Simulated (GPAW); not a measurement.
Band structure of NaSrMg6 (Amm2, 8 atoms in the cell).

```
NaSrMg6
1.0
    5.40692     0.00000     0.00000
    0.00000     3.42421     5.98393
    0.00000    -3.42421     5.98393
Na Sr Mg
1 1 6
Direct
  0.00000   0.83961   0.83961
  0.50000   0.66615   0.66615
  0.00000   0.31924   0.83984
  0.00000   0.83984   0.31924
  0.00000   0.33245   0.33245
  0.50000   0.16949   0.66989
  0.50000   0.66989   0.16949
  0.50000   0.16335   0.16335
```

Method: PBEsol, GPAW PAW datasets PBEsol (made by gpaw-setup) (plane waves; GPAW 25.7.0).

Settings: mode = pw; ecut = 800 eV; xc = PBEsol; kpts = 4 3 3; mesh shift (steps) = 0 0 0; occupations.name = methfessel-paxton; occupations.width = 0.05 eV; occupations.order = 0; nbands = -16; symmetry.symmorphic = false; symmetry.tolerance = 0.0005; maxiter = 150; bandpath_npoints = 40.

The starting cell comes from a database of computed structures (which also holds hypothetical and non-ambient phases and stackings), without a prior relaxation at this level.

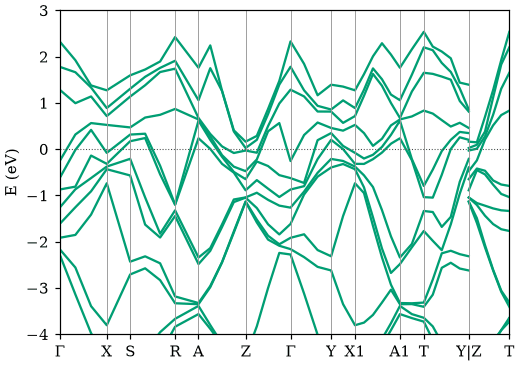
Figure. Bands along the path, energies from the Fermi level.

Levels in eV from the Fermi level, bands 36 to 42:
| point | 36 | 37 | 38 | 39 | 40 | 41 | 42 |
|---|---|---|---|---|---|---|---|
| Γ | -1.62 | -1.27 | -0.87 | -0.63 | -0.26 | 1.28 | 1.78 |
| X | -0.44 | -0.38 | -0.32 | -0.08 | 0.52 | 0.71 | 0.89 |
| S | -0.57 | -0.21 | 0.17 | 0.31 | 0.47 | 1.14 | 1.30 |
| R | -1.45 | -1.32 | -1.20 | -1.20 | 0.87 | 1.74 | 1.91 |
| A | -2.49 | -2.34 | 0.23 | 0.61 | 0.64 | 0.67 | 1.06 |
| Z | -1.05 | -1.05 | -0.89 | -0.65 | -0.48 | -0.03 | 0.02 |
| Y | -0.40 | -0.21 | 0.20 | 0.35 | 0.46 | 0.81 | 0.86 |
| X1 | -0.44 | -0.38 | -0.32 | -0.08 | 0.52 | 0.71 | 0.89 |
| A1 | -2.49 | -2.34 | 0.23 | 0.61 | 0.64 | 0.67 | 1.06 |
| T | -1.77 | -1.34 | -1.04 | -0.80 | 0.83 | 1.65 | 2.20 |

Bands cross the Fermi level along this path, so the cell is metallic at this level.
